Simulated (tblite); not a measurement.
```xyz
3
charge 0, multiplicity 3
C    -1.3492    0.3580   -0.0028
C    -0.1018    0.0912   -0.0111
S     1.4625   -0.2398    0.0014
```

Work out the structure from the coordinates.

Formula C2S. SMILES: `[C]=C=S`. This geometry has C∞v symmetry. It is an open-shell species. All atoms lie on one line. Coordination: 1 C linear.

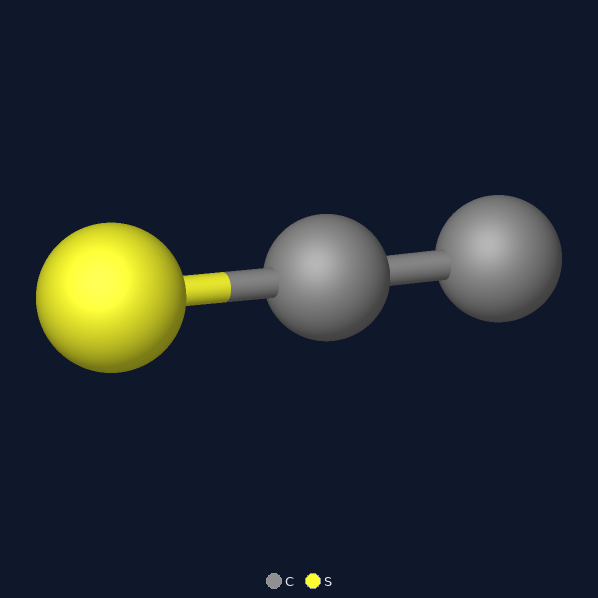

The spin state was imposed, and no run here compares it with a lower spin, which may lie lower.

(Drawn from a calculation with tblite.)
